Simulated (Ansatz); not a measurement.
Partial pair distribution functions of a relaxed model of amorphous silicon oxide (Si$_{24}$O$_{47}$), broadened by 0.06 Å; density 2.18 g/cm³. Level of theory: PBE, scalar-relativistic without spin-orbit coupling (plane waves to 420 eV, PAW; Ansatz, a quantum-chemistry and plane-wave program). The usual formal charges leave 2 electrons over, so the level spacing at the Fermi energy parts defect or band states and needn't be the band gap.

A CHGNet melt-quench gave the starting glass, which DFT then relaxed. O atoms were pushed apart under 1.9 Å during the dynamics, to hinder bonds among them. The hot cell started wider than the set density and was brought back towards it in steps. It is the lowest in DFT energy of 2 quenches. It is a model cell: composition and starting density were chosen by hand, and all elements were melted together. No dispersion term was used. Its density started from a set value of 2.19 and ended at 2.18 g/cm³. The simulated quench (nominally 88 K/ps over its main leg) is rapid and tends to freeze in more defects than a deposited or slowly cooled glass has. A cell of this size samples the disorder only roughly. Volume and shape were free in the relaxation. On a 2×2×2 Γ-centred mesh force components of up to 0.17 eV/Å stay, since the relaxation ran on the zone centre alone.

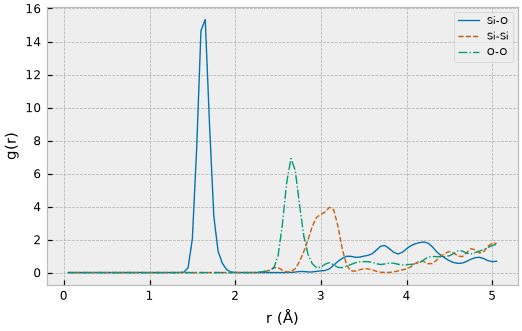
Fig. 1. Partial pair distribution functions

Highest peaks under 4.5 Å: Si-O near 1.65 Å, Si-Si near 3.10 Å, O-O near 2.65 Å; pairs of few atoms are noisy.

Within 1.98 Å each Si has 3.96 O neighbours on average.
